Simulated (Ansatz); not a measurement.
YPd2Si2 (space group I4/mmm), scan of one atom of the cell

Relaxed YPd2Si2 (space group I4/mmm):

```
YPd2Si2
1.0
   -2.04803     2.04803     4.95527
    2.04803    -2.04803     4.95527
    2.04803     2.04803    -4.95527
Y Si Pd
1 2 2
Cartesian
  0.00000   0.00000   0.00000
  0.00000   0.00000   6.11358
  0.00000   0.00000   3.79695
  0.00000   2.04803   2.47763
  2.04803   0.00000   2.47763
```

In each cell atom 3 (Si, nearest neighbour Si at 2.317 Å; its periodic images, 4.1 Å or more away, move with it) moves by s·(0.707, 0.707, 0.000) (along Cartesian [110]), the rest being held.

These are PBEsol (plane waves to 420 eV, PAW, scalar-relativistic; Ansatz, a first-principles code) values and carry that method's errors. k mesh 13×13×13 (Γ-centred), Fermi-Dirac smearing 0.05 eV. E stands for the smeared free energy. Compression counts positive. With partly filled bands, energies and forces of such displacements shift with the k mesh and the smearing. YPd2Si2 is run without spin polarisation. YPd2Si2 was relaxed with its symmetry unable to fall. The zero of ΔE is the undisplaced structure.

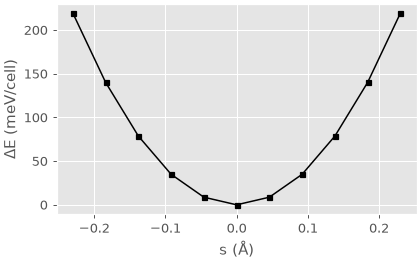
Fig. 1. ΔE (meV/cell) against s (Å); markers are the computed points, lines only join them.

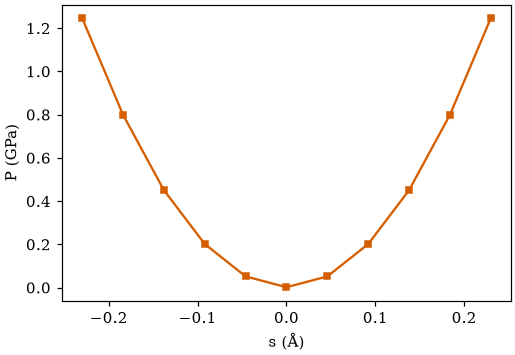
*P (GPa) against s (Å); markers are the computed points, lines only join them.*

The force constant k = d²E/ds² at s = 0 (finite differences) is 8.24 eV/Å² and the energy at s = 0.230 Å comes out as 219 meV/cell. The force along the line at s = -0.230 Å comes out as 1.92 eV/Å. Shape of the curve: a single well with its minimum at or next to zero displacement. Harmonic estimate at the end of the scan: ½ks² = 218 meV/cell against the computed 219 meV/cell, so the well is close to harmonic there.

The forces along the line at the two nearest points give (0.379 − (-0.379)) / (2·0.046) = 8.24 eV/Å²; the next pair corrects for the finite step.

(A displaced cell: forces are minus the slopes of the energy, force constants its curvatures, and phonons follow from these.)
